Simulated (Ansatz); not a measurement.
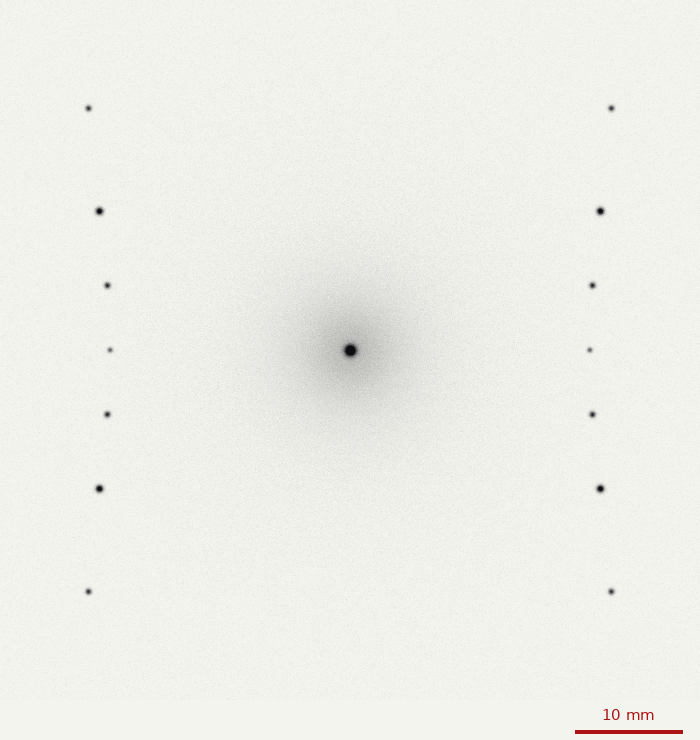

Simulated X-ray rotation photograph: Co Kα radiation (λ = 1.7902 Å), cylindrical film of radius 28.65 mm unrolled, rotation axis vertical and normal to the beam, kinematic intensities without Lorentz or polarisation factors, the film spanning ±63° about the beam; spots down to d = 1.81 Å.

**What lattice repeat along the rotation axis do the layer lines give?**

The first layer line lies 6.1 mm from the equator, so tan ν = 0.212, sin ν = 0.207 and the period is λ/sin ν = 8.64 Å. Further lines follow at 13.1, 22.8 mm.

The crystal is Ru, space group P6_3/mmc (No. 194), a = 2.69 Å, c = 8.64 Å (hexagonal axes). Structure: the geometry relaxed with DFT, m-r2SCAN, plane waves (500 eV) with PAW, scalar-relativistic in Ansatz; the starting structure was generated, so it need not be a known form of this composition.

**About which axis was it rotated?**

About [001], whose length in the conventional cell is 8.636 Å.
